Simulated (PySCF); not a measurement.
**SiF2 (SMILES F[Si]F): B3LYP/STO-3G**

Aim: the vertical singlet–triplet gap of SiF2 at B3LYP/STO-3G, from 2 runs. The job is set up through a Python script.

The results are computed with PySCF 2.14.0.

21 further runs of the same task are left out: 4 that didn't finish, 17 set aside as unsound or not needed.

## Step 1: The system as given

SiF2: 3 atoms, total charge 0, spin state singlet. As SMILES, `F[Si]F`. Geometry: relaxed at GFN2-xTB.

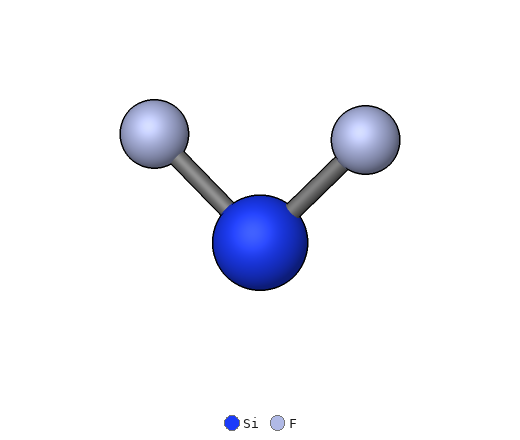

The structure, seen from a chosen angle (silicon blue, fluorine light blue).

## Step 2: The energy at B3LYP/STO-3G

Input file mol.xyz:

```xyz
3
F2Si
Si     0.004220    -0.007680    -0.744810
F      1.165930    -0.017340     0.380560
F     -1.170150     0.025020     0.364240
```

Input file input.py:

```python
from pyscf import gto, dft

mol = gto.Mole()
mol.atom = 'mol.xyz'
mol.max_memory = 1860
mol.verbose = 3
mol.basis = 'sto-3g'
mol.build()

mf = dft.RKS(mol)
mf.xc = 'b3lyp'
mf.grids.level = 5
mf.conv_tol = 1e-10
mf.kernel()
if not mf.converged:
    mf = mf.newton().run(mf.mo_coeff, mf.mo_occ)

etot = mf.e_tot
print('E = %.10f Eh' % etot)
```

The run is started by

```bash
OMP_NUM_THREADS=1 python input.py
```

Log:

```text
converged SCF energy = -482.914211757295
E = -482.9142117573 Eh
```

Wall time 2.5 s (1 thread of Arm Neoverse V1, shared host); peak memory 0.19 GiB.

## Step 3: The triplet at the same level

Input file run.py:

```python
from pyscf import gto, dft

mol = gto.M(
    atom='''
Si     0.004220    -0.007680    -0.744810
F      1.165930    -0.017340     0.380560
F     -1.170150     0.025020     0.364240
''',
    max_memory=1860,
    verbose=3,
    basis='sto-3g',
    spin=2,
)

calc0 = dft.UKS(mol, xc='b3lyp')
calc0.grids.level = 5
calc0.conv_tol = 1e-10
calc0.kernel()
if not calc0.converged:
    calc0 = calc0.newton().run(calc0.mo_coeff, calc0.mo_occ)

e_final = calc0.e_tot
print('Final energy', e_final)
```

The run is started by

```bash
OMP_NUM_THREADS=1 python run.py
```

Log:

```text
WARN: HOMO -0.0377577349990327 >= LUMO -0.277449428364605

WARN: HOMO 0.058990715592977 >= LUMO 0.0193175737334772

WARN: HOMO 0.0161779449476933 >= LUMO -0.0421301555299222

WARN: HOMO 0.0167404851344446 >= LUMO -0.0367409819282741

WARN: HOMO 0.0169756451090219 >= LUMO -0.0364092210735365

WARN: HOMO 0.0171996185879165 >= LUMO -0.036144452554497

WARN: HOMO 0.017236315691628 >= LUMO -0.0361330809075601

WARN: HOMO 0.0172376745899702 >= LUMO -0.0361344972298837

WARN: HOMO 0.0172403922115706 >= LUMO -0.0361345159655829

WARN: HOMO 0.0172404272070124 >= LUMO -0.0361345648929474

WARN: HOMO 0.017240465457989 >= LUMO -0.0361345368125302

converged SCF energy = -482.776685172331  <S^2> = 2.0024052  2S+1 = 3.0016031
Final energy -482.77668517233116
```

Run time: 4.8 s. Hardware: 1 thread of Arm Neoverse V1, shared host; peak memory 0.2 GiB.

## Step 4: Outcome

At B3LYP/STO-3G:

```
                                        quantity          value
                           singlet: total energy  -482.91421 Eh
                          singlet: dipole moment         0.47 D
                            singlet: HOMO energy       -3.29 eV
                            singlet: LUMO energy        2.79 eV
                          singlet: HOMO–LUMO gap        6.08 eV
                           triplet: total energy  -482.77669 Eh
                          triplet: dipole moment         1.16 D
     triplet: HOMO energy (highest over α and β)        0.47 eV
                                   triplet: ⟨S²⟩          2.002
vertical energy of the triplet above the singlet       3.742 eV
```

In words: At this shape the triplet lies 3.74 eV (86 kcal/mol) above the singlet. In a minimal basis such a difference can be off by several eV, whatever the method. Mulliken charges (triplet) run from -0.19 on F3 to +0.38 on Si1; they depend strongly on the basis.
